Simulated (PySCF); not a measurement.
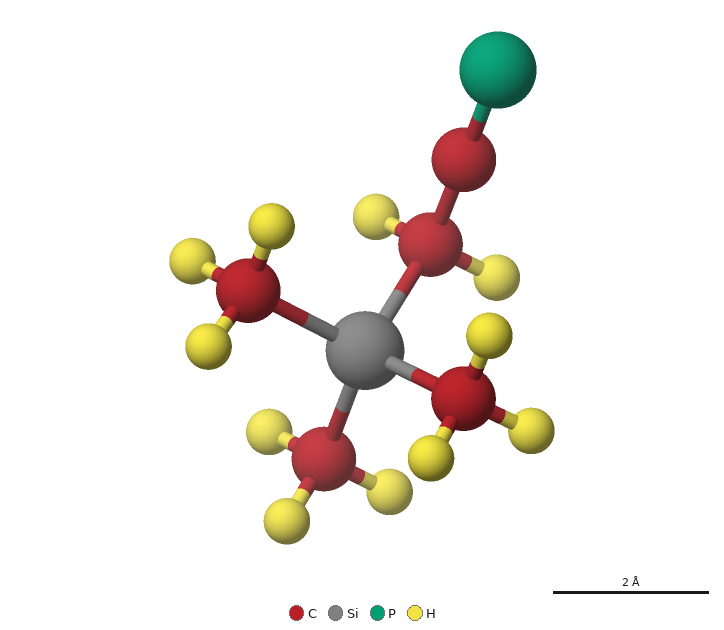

A ball-and-stick model of a molecule. Every bond is drawn as one stick, whatever its order.

Computed geometry: GFN2-xTB optimisation. No frequency run is at hand to confirm it as a minimum.

**Give the formula.**

C₅H₁₁PSi, 18 atoms: 5 carbon, 11 hydrogen, 1 phosphorus and 1 silicon.

**Which point group does it belong to?**

Cs.

**Does it have rings?**

It has no ring.

More results for the same structure follow; atom numbers are the same in all pictures, views and colours differ.

### Dipole moment

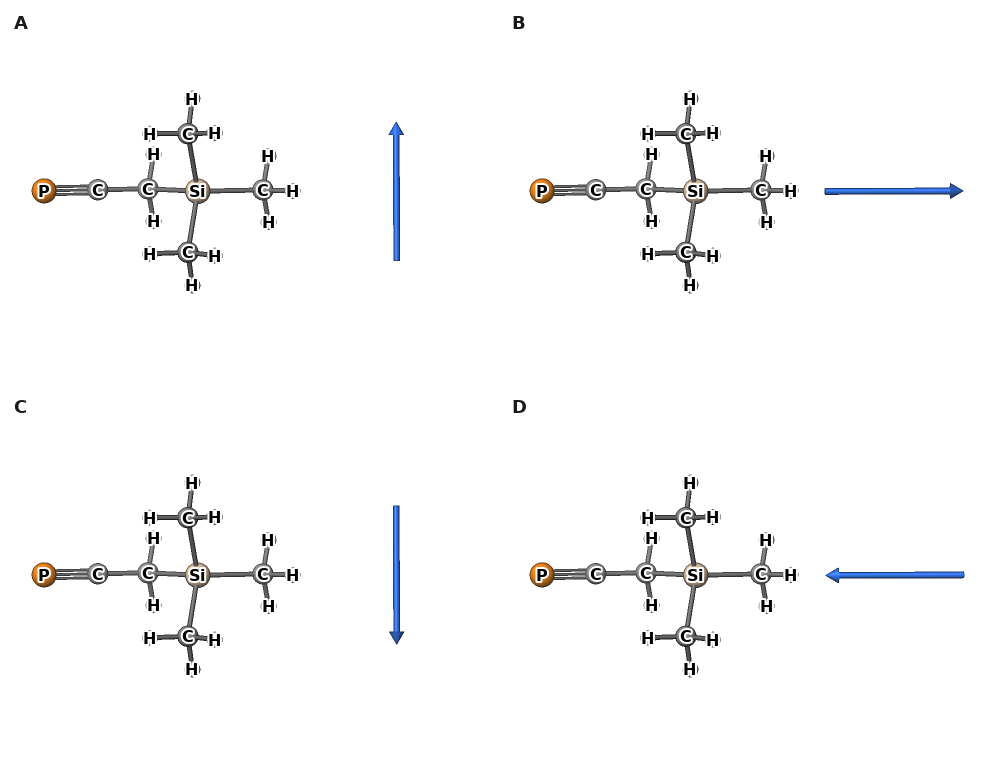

The same molecule four times, each with an arrow. No frequency run is at hand to confirm it as a minimum. Properties computed with CAM-B3LYP/def2-SVPD, gas phase (PySCF 2.14.0).

**Which arrow points along the dipole moment, from the negative to the positive end?**

B. The dipole moment is 2.13 D.

### Polarisability

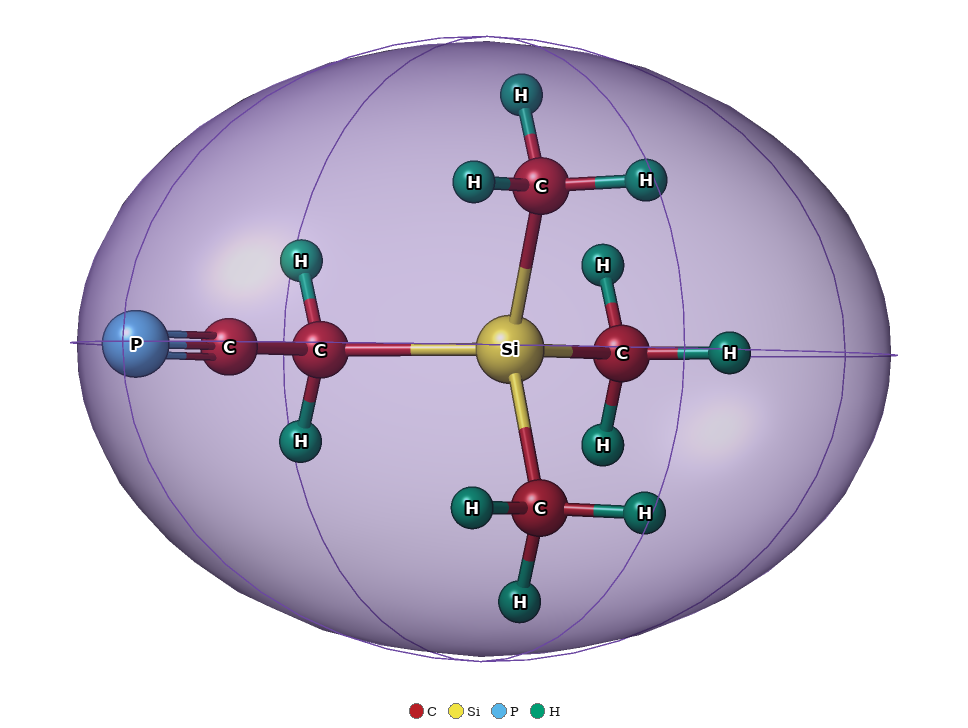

The ellipsoid shows the static dipole polarisability: its half-axes are proportional to the principal values. No frequency run is at hand to confirm it as a minimum. Computed with CAM-B3LYP/def2-SVPD (PySCF 2.14.0).

**How large and how anisotropic is the polarisability?**

Principal values 95.1, 96.0, 142.5 bohr³; mean 111.2 bohr³ (16.48 Å³); anisotropy 47.0 bohr³, so the longest axis is 1.50 times the shortest.

### Excitation

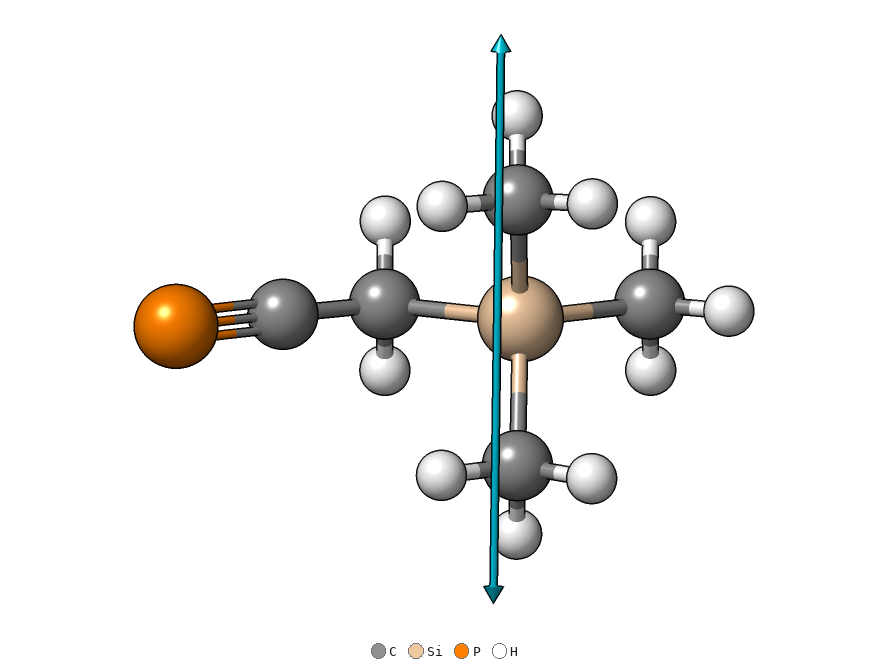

The double arrow shows the direction of the transition dipole to excited singlet state 7 (its length means nothing). No frequency run is at hand to confirm it as a minimum. Level of theory: TDDFT CAM-B3LYP/def2-SVPD, vertical, gas phase, core orbitals frozen in the response (PySCF 2.14.0).

**Give its energy, strength and character.**

7.34 eV (169 nm), oscillator strength 0.027, mainly HOMO−4 → LUMO (weight 0.72); transition dipole 0.98 D.

The geometry is semi-empirical. Around P, Si such bond lengths and angles can be off by a tenth of an ångström or more and by several degrees, and values that hang on the shape move with them.
